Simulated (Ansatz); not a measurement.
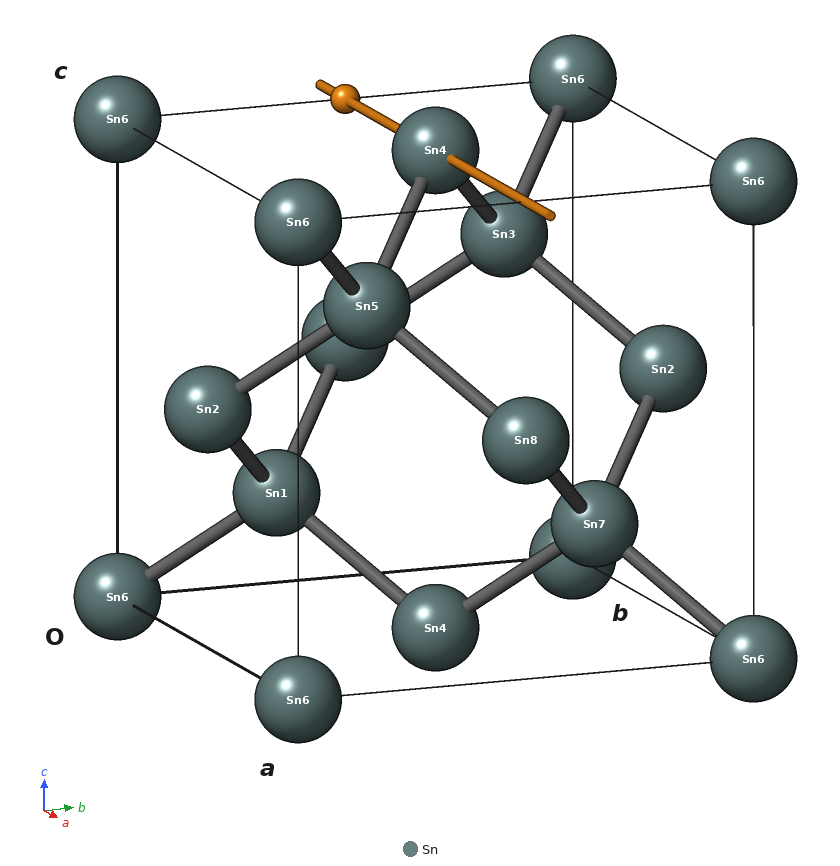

The coloured rod is the axis of a symmetry operation of the crystal, the small sphere its inversion point. Crystal: Sn, the input geometry of an electronic-structure calculation (not necessarily at equilibrium); the starting structure was generated, so it need not be a known form of this composition. The drawing is computed from the coordinates (standard cell, symmetry found to 0.002 Å).

a = 6.492 Å, b = 6.492 Å, c = 6.492 Å, α = 90.00°, β = 90.00°, γ = 90.00°.

| atom | x | y | z |
| --- | --- | --- | --- |
| Sn1 | 0.2500 | 0.2500 | 0.2500 |
| Sn2 | 0.5000 | 0.0000 | 0.5000 |
| Sn3 | 0.2500 | 0.7500 | 0.7500 |
| Sn4 | 0.5000 | 0.5000 | 0.0000 |
| Sn5 | 0.7500 | 0.2500 | 0.7500 |
| Sn6 | 0.0000 | 0.0000 | 0.0000 |
| Sn7 | 0.7500 | 0.7500 | 0.2500 |
| Sn8 | 0.0000 | 0.5000 | 0.5000 |

Take the operation x, y, z → −x, −z+3/2, y+1/2.

**What kind of operation is it, and where does it lie?**

It is a −4 rotoinversion axis with its inversion point at (0, 1/2, 1), along [1 0 0].

**Onto which atom does it carry each atom (up to whole multiples of a, b and c)?**

Sn1 → Sn5, Sn2 → Sn2, Sn3 → Sn7, Sn4 → Sn4, Sn5 → Sn3, Sn6 → Sn8, Sn7 → Sn1, Sn8 → Sn6.

**What is the crystal's space group?**

Fd-3m, No. 227, origin choice 1.
